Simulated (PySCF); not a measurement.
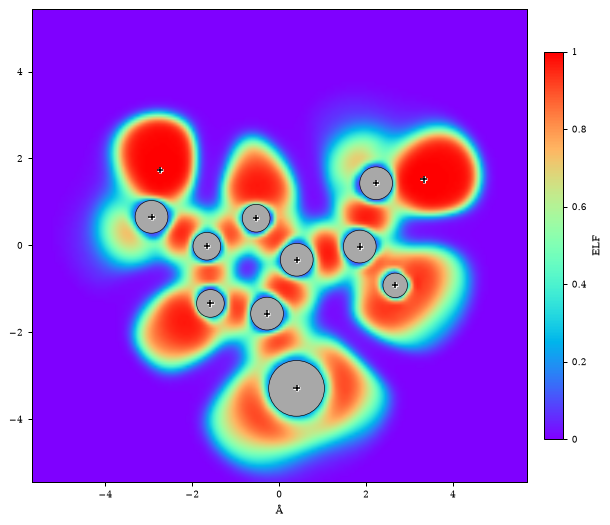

The electron localisation function on a plane through atoms (crosses mark nuclei in the plane; grey discs cover the cores).

Method: PBE0/def2-SVPD, SCF density, gas phase (PySCF 2.14.0).

Candidates:
A. C$_{5}$H$_{6}$BrN$_{3}$O (SMILES CC(=O)c1nn(C)nc1Br)
B. C$_{8}$H$_{6}$Se (SMILES c1ccc2[se]ccc2c1)

> Which system is this?

Candidate A: C$_{5}$H$_{6}$BrN$_{3}$O on the plane of atoms N8, C9 and Br10, which holds C, O, N, Br and H. C–O (1.21 Å): the ELF peaks at about 0.85 between the atoms (a short, multiple covalent bond). N–N (1.31 Å): the ELF peaks at about 0.90 between the atoms, as expected for localised, covalent bonding.
